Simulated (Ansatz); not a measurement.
C3H9BS: single-point calculation

The run: single-point calculation of C3H9BS. Method and program: RKS r2SCAN-D4/def2-TZVPP (Ansatz 0.2.0).

The geometry comes from this level: PBE0-D4/def2-TZVP. Figures and captions count atoms from 1; the log counts them from 0 in places.

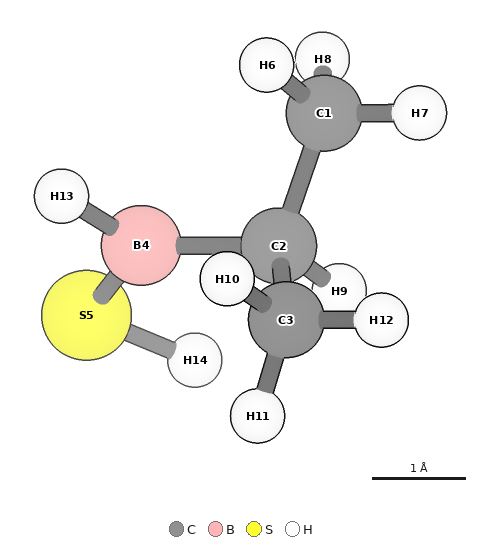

**Figure 1.** The input geometry (ball-and-stick view, seen at a tilt; atoms are numbered from 1 in the order of the input).

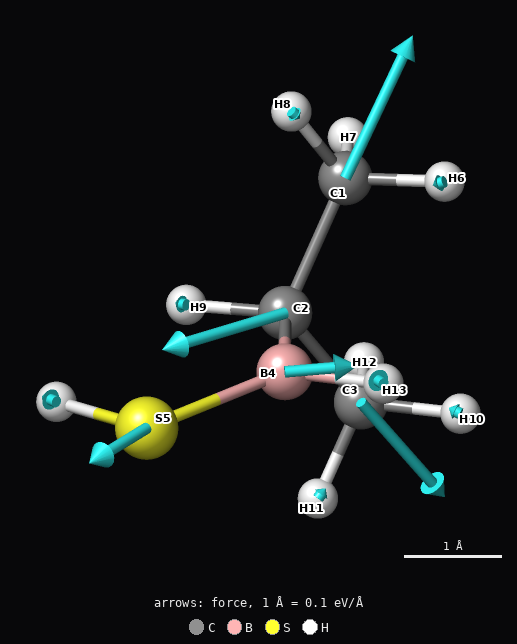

**Figure 2.** Forces on the atoms as teal arrows (ball-and-stick view, seen at a tilt; atoms are numbered from 1 in the order of the input); the smallest are left out. The largest act on all 3 C atoms (0.16 eV/Å); S5 (0.10 eV/Å); B4 (0.08 eV/Å). The geometry is not a stationary point of this energy.

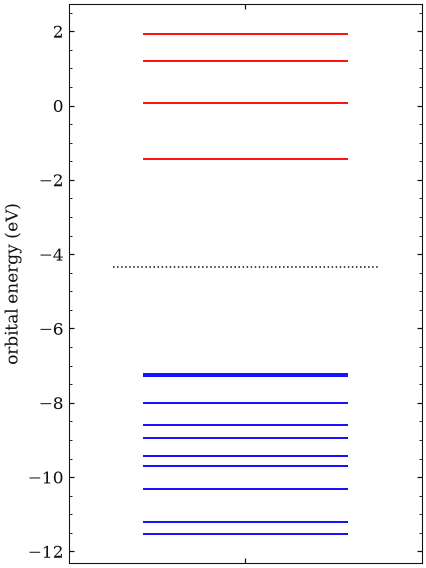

**Figure 3.** Orbital energies near the frontier; the dotted line parts filled from empty levels, and levels within 0.02 eV of each other stand side by side. Highest filled −7.23 eV, lowest empty −1.45 eV, 5.78 eV apart.

The input that produced these results follows, with the program's output.

### Input
```yaml
crystal:
  periodic: [false, false, false]
  atoms:
    - {symbol: C, position_ang: [0.326220, 1.501410, -0.084644]}
    - {symbol: C, position_ang: [-0.264770, 0.090588, -0.043802]}
    - {symbol: C, position_ang: [-0.000649, -0.638685, -1.365056]}
    - {symbol: B, position_ang: [0.369965, -0.729344, 1.130665]}
    - {symbol: S, position_ang: [-0.525096, -1.516228, 2.447593]}
    - {symbol: H, position_ang: [1.410688, 1.466547, -0.221958]}
    - {symbol: H, position_ang: [-0.095943, 2.072753, -0.917203]}
    - {symbol: H, position_ang: [0.125838, 2.056130, 0.835377]}
    - {symbol: H, position_ang: [-1.350631, 0.174730, 0.088575]}
    - {symbol: H, position_ang: [1.072773, -0.749072, -1.543499]}
    - {symbol: H, position_ang: [-0.444459, -1.637259, -1.377762]}
    - {symbol: H, position_ang: [-0.420135, -0.075667, -2.204559]}
    - {symbol: H, position_ang: [1.556264, -0.886400, 1.193643]}
    - {symbol: H, position_ang: [-1.772964, -1.158603, 2.091430]}
basis:
  gaussian: {orbitals: def2-TZVPP}
hamiltonian: {xc: r2scan, dispersion: d4}
output: {forces: true, orbitals: {seedname: orbitals}}
```

Command:
```bash
ansatz run in.yaml --threads 4 --pin off --events-out ev --progress --plain --max-ram 10444MiB
```

### What the program printed
```
Functional definition: r2SCAN
  name "r2SCAN"
  cite "Furness, Kaplan, Ning, Perdew & Sun, J. Phys. Chem. Lett. 11, 8208 (2020) doi:10.1021/acs.jpclett.0c02405"
  cite "Furness, Kaplan, Ning, Perdew & Sun, J. Phys. Chem. Lett. 11, 9248 (2020) doi:10.1021/acs.jpclett.0c03077"
  parent r2scan
  parameter k0 = 0.174
  parameter k1 = 0.065
  parameter a1 = 4.9479
  exchange = r2scan_x(k0 = k0, k1 = k1, a1 = a1)
  correlation = r2scan_c
1524 factors; their error is unknown
mean field evaluation 1: about -14753.8062 eV, gradient 7.7e1 eV
mean field evaluation 2: about -14708.4153 eV, gradient 1.5e2 eV
mean field evaluation 4: about -14768.5278 eV, gradient 1.4e1 eV
mean field evaluation 8: about -14768.9750 eV, gradient 2.8e-1 eV
mean field evaluation 16: about -14768.9365 eV, gradient 1.2e-2 eV
mean field -14768.93647476 eV, -542.7484047028 hartree, gradient 7.9e-5 eV, S^2 0.000000; 0 other end points of the search recorded, 0 dependent functions left out
the calculation of the forces begins
reference -14768.93648807 eV, -542.7484051918 hartree; 24, 24 occupied and 268, 268 virtual orbitals, 1524 factors
Total energy: -14769.01180424 eV, -542.7511730101 hartree
Atom 0 at     0.326220     1.501410    -0.084644 Å, force     0.064785     0.150176    -0.008394 eV/Å
Atom 1 at    -0.264770     0.090588    -0.043802 Å, force    -0.075542    -0.058001     0.127492 eV/Å
Atom 2 at    -0.000649    -0.638685    -1.365056 Å, force     0.031968    -0.077508    -0.140327 eV/Å
Atom 3 at     0.369965    -0.729344     1.130665 Å, force     0.065277     0.011438    -0.037964 eV/Å
Atom 4 at    -0.525096    -1.516228     2.447593 Å, force    -0.022100    -0.050148     0.083279 eV/Å
Atom 5 at     1.410688     1.466547    -0.221958 Å, force    -0.013967    -0.003382    -0.000862 eV/Å
Atom 6 at    -0.095943     2.072753    -0.917203 Å, force     0.003525    -0.002833     0.004440 eV/Å
Atom 7 at     0.125838     2.056130     0.835377 Å, force     0.004721    -0.005824    -0.010714 eV/Å
Atom 8 at    -1.350631     0.174730     0.088575 Å, force    -0.014620     0.003047    -0.003400 eV/Å
Atom 9 at     1.072773    -0.749072    -1.543499 Å, force    -0.011951     0.005624     0.004426 eV/Å
Atom 10 at    -0.444459    -1.637259    -1.377762 Å, force     0.007290     0.010978    -0.001942 eV/Å
Atom 11 at    -0.420135    -0.075667    -2.204559 Å, force     0.003606    -0.002219     0.004218 eV/Å
Atom 12 at     1.556264    -0.886400     1.193643 Å, force    -0.021818     0.010773    -0.012202 eV/Å
Atom 13 at    -1.772964    -1.158603     2.091430 Å, force    -0.021175     0.007877    -0.008050 eV/Å
Dipole moment:    -0.185170     0.124537    -0.168859 e Å
```

### Results in brief

- outcome: converged
- total energy: −14769.0118 eV
- mean-field energy: −14768.9365 eV
- dispersion energy: −0.0753 eV
- SCF solution under orbital rotations: stable
- HOMO: −7.23 eV
- LUMO: −1.45 eV
- largest force (length of the vector): 0.164 eV/Å
- dipole moment: 1.34 D
- hardware: 4 threads of Arm Neoverse V1, 23 GiB of memory available, shared host
- wall time: 6.5 s (CPU time 22 s)
- peak memory: 0.44 GiB
